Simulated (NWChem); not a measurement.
# One shape, several levels: BSiH2Cl2 (SMILES [SiH2]B(Cl)Cl)

We compute a comparison of 4 runs (UHF/STO-3G, UHF/3-21G, UB3LYP/6-31G*) of BSiH2Cl2. 

The calculation is run with NWChem 7.3.0.

**1. The structure to begin with**

BSiH2Cl2 has 6 atoms, charge 0, and is taken as a doublet. SMILES: `[SiH2]B(Cl)Cl`. Geometry: relaxed at GFN2-xTB.

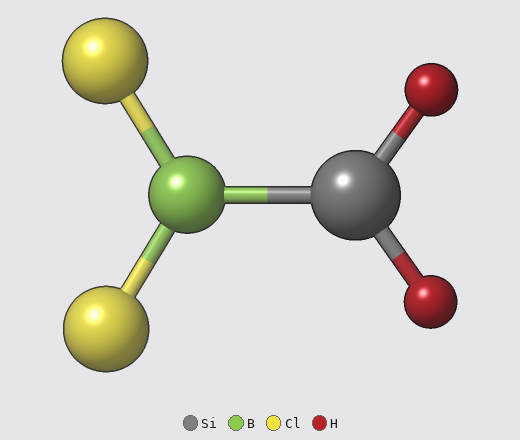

The structure, seen from a chosen angle (silicon grey, boron green, chlorine yellow, hydrogen red).

**2. Energy and gradient at UHF/STO-3G (run 1)**

The input, run.py:

```python
from ase import Atoms
from ase.calculators.nwchem import NWChem

atoms = Atoms(['Si', 'B', 'Cl', 'Cl', 'H', 'H'], positions=[
    [-0.277600, 0.899120, -0.240490],
    [0.260960, -0.855210, 0.234790],
    [0.075530, -1.470010, 1.870910],
    [0.980940, -1.942080, -0.950460],
    [-0.162710, 1.486720, -1.572240],
    [-0.877120, 1.881470, 0.657500],
])

calc = NWChem(
    label='bcl2h2si',
    theory='scf',
    memory='2200 mb',
    basis='STO-3G',
    basispar='spherical bse',
    scf={'nopen': '1', 'uhf': None, 'thresh': '1e-08', 'maxiter': '80'},
)
atoms.calc = calc

forces = atoms.get_forces()
print("Total energy (eV):", round(atoms.get_potential_energy(), 6))
print("forces (eV/A):")
for s, f in zip(atoms.symbols, forces):
    print(f"{s:2s} {f[0]:10.5f} {f[1]:10.5f} {f[2]:10.5f}")
```

Command:

```console
export ASE_NWCHEM_COMMAND="nwchem PREFIX.nwi > PREFIX.nwo"
python run.py
```

What it wrote:

```text
Total energy (eV): -33206.81319
forces (eV/A):
Si   -0.42490    1.40105   -0.39729
B    -0.35430    1.26735   -0.43961
Cl   -0.15272   -0.29897    1.02006
Cl    0.37867   -0.54014   -0.69996
H     0.07873   -0.80347    0.88024
H     0.47452   -1.02577   -0.36345
```

The calculator wrote bcl2h2si.nwi:

```
title "bcl2h2si"

permanent_dir bcl2h2si

scratch_dir bcl2h2si

start bcl2h2si

geometry units angstrom nocenter noautosym noautoz
  Si -2.7760000000000001e-01 8.9912000000000003e-01 -2.4049000000000001e-01
  B  2.6096000000000003e-01 -8.5521000000000003e-01 2.3479000000000000e-01
  Cl 7.5530000000000000e-02 -1.4700100000000000e+00 1.8709100000000001e+00
  Cl 9.8094000000000003e-01 -1.9420800000000000e+00 -9.5045999999999997e-01
  H  -1.6270999999999999e-01 1.4867200000000000e+00 -1.5722400000000001e+00
  H  -8.7712000000000001e-01 1.8814700000000000e+00 6.5749999999999997e-01
end

memory 2200 mb

basis spherical bse noprint
   * library STO-3G
end

scf
  nopen 1
  uhf
  thresh 1e-08
  maxiter 80
end

task scf gradient
```

bcl2h2si.nwo:

```text
Northwest Computational Chemistry Package (NWChem) 7.3.0
             --------------------------------------------------------

           Job information
           ---------------

    nwchem branch   = 7.3.0
    use scalapack   = T
    input           = bcl2h2si.nwi
    prefix          = bcl2h2si.
    data base       = bcl2h2si/bcl2h2si.db
    status          = startup
    nproc           =        1

           Memory information
           ------------------

[... 5 lines left out ...]
    hardfail = no
[... 123 lines left out ...]
 1-e energy   =   -2135.809850
[... 9 lines left out ...]
 Convergence threshold     :          1.000E-08
[... 17 lines left out ...]
      One electron energy =  -2133.770112800564
[... 9 lines left out ...]
          Final alpha eigenvalues
[... 228 lines left out ...]
                     UHF Final Beta Molecular Orbital Analysis
[... 238 lines left out ...]
                 ----------------------------------------
                 |  Time  |  1-e(secs)   |  2-e(secs)   |
                 ----------------------------------------
                 |  CPU   |       0.00   |       0.34   |
                 ----------------------------------------
                 |  WALL  |       0.00   |       0.34   |
                 ----------------------------------------

 Task  times  cpu:        2.0s     wall:        2.0s
 Total times  cpu:        2.1s     wall:        2.1s
```

It took 3 s on 1 thread of Intel Xeon 6975P-C (Granite Rapids), shared host; peak memory 0.094 GiB.

**3. Energy and forces at UHF/3-21G (run 2)**

The input, run.py:

```python
from ase import Atoms
from ase.calculators.nwchem import NWChem

mol = Atoms('SiBClClHH', positions=[
    [-0.277600, 0.899120, -0.240490],
    [0.260960, -0.855210, 0.234790],
    [0.075530, -1.470010, 1.870910],
    [0.980940, -1.942080, -0.950460],
    [-0.162710, 1.486720, -1.572240],
    [-0.877120, 1.881470, 0.657500],
])

calc = NWChem(
    label='job',
    theory='scf',
    memory='2200 mb',
    basis='3-21G',
    basispar='spherical bse',
    scf={'nopen': '1', 'uhf': None, 'thresh': '1e-08', 'maxiter': '80'},
)
mol.calc = calc

forces = mol.get_forces()
e = mol.get_potential_energy()
print(f"E = {e:.6f} eV")
print("forces (eV/A):")
for s, f in zip(mol.symbols, forces):
    print(f"{s:2s} {f[0]:10.5f} {f[1]:10.5f} {f[2]:10.5f}")
```

Command:

```console
export ASE_NWCHEM_COMMAND="nwchem PREFIX.nwi > PREFIX.nwo"
python run.py
```

What it wrote:

```text
E = -33407.957791 eV
forces (eV/A):
Si   -0.37122    1.20580   -0.33568
B     0.13658   -0.34900    0.03769
Cl   -0.18985   -0.21520    1.03718
Cl    0.38376   -0.49355   -0.78984
H     0.17134   -0.15612   -0.44228
H    -0.13061    0.00802    0.49298
```

The calculator wrote job.nwi:

```
title "job"

permanent_dir job

scratch_dir job

start job

geometry units angstrom nocenter noautosym noautoz
  Si -2.7760000000000001e-01 8.9912000000000003e-01 -2.4049000000000001e-01
  B  2.6096000000000003e-01 -8.5521000000000003e-01 2.3479000000000000e-01
  Cl 7.5530000000000000e-02 -1.4700100000000000e+00 1.8709100000000001e+00
  Cl 9.8094000000000003e-01 -1.9420800000000000e+00 -9.5045999999999997e-01
  H  -1.6270999999999999e-01 1.4867200000000000e+00 -1.5722400000000001e+00
  H  -8.7712000000000001e-01 1.8814700000000000e+00 6.5749999999999997e-01
end

memory 2200 mb

basis spherical bse noprint
   * library 3-21G
end

scf
  nopen 1
  uhf
  thresh 1e-08
  maxiter 80
end

task scf gradient
```

job.nwo:

```text
Northwest Computational Chemistry Package (NWChem) 7.3.0
             --------------------------------------------------------

           Job information
           ---------------

    nwchem branch   = 7.3.0
    use scalapack   = T
    input           = job.nwi
    prefix          = job.
    data base       = job/job.db
    status          = startup
    nproc           =        1

           Memory information
           ------------------

[... 5 lines left out ...]
    hardfail = no
[... 123 lines left out ...]
 1-e energy   =   -2139.302801
[... 9 lines left out ...]
 Convergence threshold     :          1.000E-08
[... 16 lines left out ...]
      One electron energy =  -2139.705882967894
[... 9 lines left out ...]
          Final alpha eigenvalues
[... 271 lines left out ...]
                     UHF Final Beta Molecular Orbital Analysis
[... 270 lines left out ...]
                 ----------------------------------------
                 |  Time  |  1-e(secs)   |  2-e(secs)   |
                 ----------------------------------------
                 |  CPU   |       0.00   |       0.46   |
                 ----------------------------------------
                 |  WALL  |       0.00   |       0.46   |
                 ----------------------------------------

 Task  times  cpu:        2.2s     wall:        2.2s
 Total times  cpu:        2.2s     wall:        2.2s
```

Run time: 3.3 s. Hardware: 1 thread of Intel Xeon 6975P-C (Granite Rapids), shared host; peak memory 0.094 GiB.

Run 3 isn't shown in full; the table further down has it.

**4. Energy and forces at UB3LYP/6-31G(d) (Cartesian functions) (run 4)**

The input, mol.nw:

```
start mol
memory 2200 mb
geometry units au noautosym nocenter noautoz
Si  -0.52458797   1.69909055  -0.45446024
B    0.49314293  -1.61611268   0.44368880
Cl   0.14273101  -2.77791630   3.53550750
Cl   1.85370794  -3.66999931  -1.79610909
H   -0.30747734   2.80949362  -2.97110300
H   -1.65751658   3.55546301   1.24249493
end
basis
Si library 6-31G*
B library 6-31G*
Cl library 6-31G*
H library 6-31G*
end
dft
xc b3lyp
mult 2
grid xfine
convergence energy 1e-08
iterations 100
mulliken
end
task dft gradient
```

Command:

```console
nwchem mol.nw > mol.out
```

What it wrote:

```text
[...]
          Wavefunction type:  spin polarized.
          No. of atoms     :     6
          No. of electrons :    55
[...]
          Charge           :     0
          Spin multiplicity:     2
[...]
          AO basis - number of functions:    76
[...]
              XC Information
              --------------
                         B3LYP Method XC Potential
                     Hartree-Fock (Exact) Exchange  0.200
                        Slater Exchange Functional  0.800 local
                    Becke 1988 Exchange Functional  0.720 non-local
              Lee-Yang-Parr Correlation Functional  0.810
                  VWN I RPA Correlation Functional  0.190 local
[...]
 d= 0,ls=0.0,diis     1  -1235.8947013341 -1.46D+03  8.52D-03  1.80D-01     2.6
[...]
 d= 0,ls=0.0,diis    10  -1235.9682906853 -5.77D-09  8.87D-07  3.33D-09    23.4
[...]
         Total DFT energy =    -1235.968290685343
      One electron energy =    -2147.621606673708
           Coulomb energy =      772.349405081543
    Exchange-Corr. energy =      -82.271788663393
 Nuclear repulsion energy =      221.575699570215
[...]
      <S2> =      0.7527 (Exact =     0.7500)
[...]
  wavefunction    = open shell
                         DFT ENERGY GRADIENTS
    atom               coordinates                        gradient
                 x          y          z           x          y          z
   1 Si     -0.524588   1.699091  -0.454460    0.004728  -0.015421   0.004404
   2 B       0.493143  -1.616113   0.443689   -0.005330   0.015513  -0.003070
   3 Cl      0.142731  -2.777916   3.535508    0.002167  -0.000157  -0.007889
   4 Cl      1.853708  -3.669999  -1.796109   -0.002140   0.001651   0.006338
   5 H      -0.307477   2.809494  -2.971103   -0.002585   0.000771   0.009005
   6 H      -1.657517   3.555463   1.242495    0.003159  -0.002358  -0.008789
[...]
```

It took 29 s on 1 thread of Intel Xeon 6975P-C (Granite Rapids), shared host; peak memory 0.13 GiB.

**5. The series**

| run | level | iteration cap | module | energy (Eh) | dipole moment (D) | HOMO energy (eV) | LUMO energy (eV) | wall time |
| --- | --- | --- | --- | --- | --- | --- | --- | --- |
| 1 | UHF/STO-3G | 80 | scf | -1220.327886 | 3.05 | -6.38 | 3.95 | 3 s |
| 2 | UHF/3-21G | 80 | scf | -1227.719814 | 2.34 | -8.90 | -0.29 | 3.3 s |
| 3 | UB3LYP/6-31G* (spherical functions) | 100 | dft | -1235.959498 | 1.70 | -6.09 | -3.68 | 28 s |
| 4 | UB3LYP/6-31G* (Cartesian functions) | 100 | dft | -1235.968291 | 1.70 | -6.09 | -3.68 | 29 s |

**6. What came out**

```
                                 quantity           value
                      run 4: total energy  -1235.96829 Eh
                     run 4: dipole moment          1.70 D
run 4: HOMO energy (highest over α and β)        -6.09 eV
 run 4: LUMO energy (lowest over α and β)        -3.68 eV
                              run 4: ⟨S²⟩           0.753
          run 4: largest force on an atom      0.860 eV/Å
```

In words: The dipole moment (its size) runs from 1.70 D (UB3LYP/6-31G*) to 3.05 D (UHF/STO-3G). The two ends differ in method and basis. In run 1 the basis is minimal, so the values are rough. All runs together took 64 s, the longest 29 s.
